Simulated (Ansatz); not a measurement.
## Response to strain in NiCl2

Start from NiCl₂ (space group R-3m, No. 166; a = 3.449 Å, c = 17.185 Å (hexagonal axes); ferromagnetic; layered, stacked along the Cartesian z axis).

Strains are applied to the cell and any free atomic positions relax.

The values are results of r2SCAN+rVV10 (Ansatz, a program for electronic structure; PAW; 500 eV plane waves; without spin-orbit coupling), not measurements.

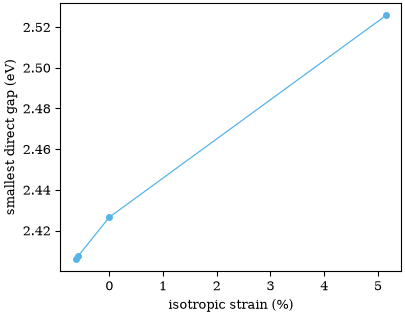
Figure: Smallest direct gap against isotropic strain

```csv
isotropic strain (%),smallest direct gap
-0.62,2.41 eV
-0.58,2.41 eV
5.15,2.53 eV
```

Whether these cells are dynamically stable was not tested. No Hubbard U is applied and the magnetic state is the run's own (NiCl2 ferromagnetic); small cells can't hold the antiferromagnetic order that many such compounds have, so gaps and moments can be off. Where the two band edges lie in opposite spin channels, the gap is a spin-flip gap.
